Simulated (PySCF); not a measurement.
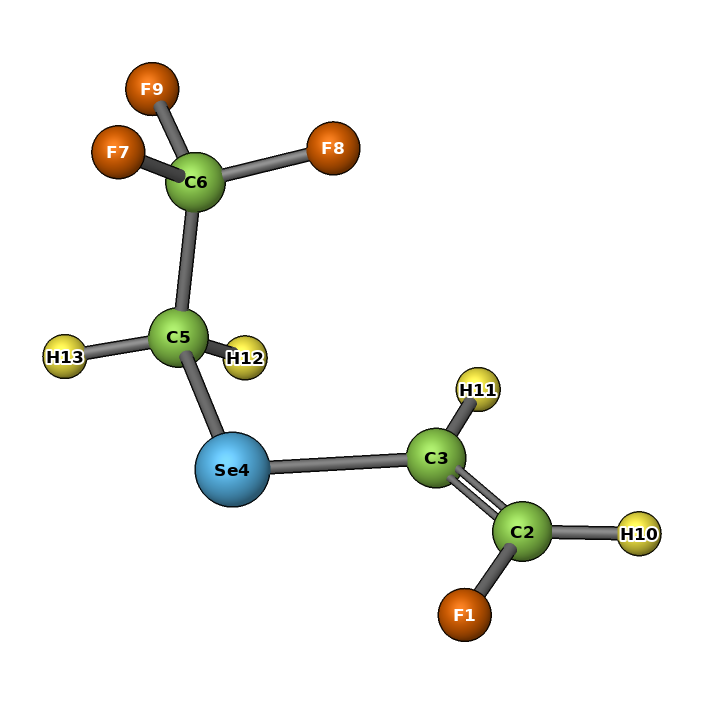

The questions are on isotropic NMR shieldings of the H atoms. The geometry was computed by an optimisation with GFN2-xTB. No frequency run is at hand to confirm it as a minimum. Level of theory: GIAO PBE0/pcSseg-1 NMR shielding, non-relativistic, gas phase (PySCF 2.14.0).

Which H atom is the most shielded (lowest chemical shift)?

Answer. H13 (28.84 ppm).

Which H atom is the least shielded (highest chemical shift)?

Answer. H10 (24.58 ppm).

How wide is the range of H shifts?

Answer. 4.26 ppm.

Give the isotropic NMR shieldings of the H atoms atom by atom.

```csv
atom,σ (ppm)
H10,24.58
H11,26.11
H12,28.69
H13,28.84
```

The geometry is semi-empirical. Around Se such bond lengths and angles can be off by a tenth of an ångström or more and by several degrees, and values that hang on the shape move with them.
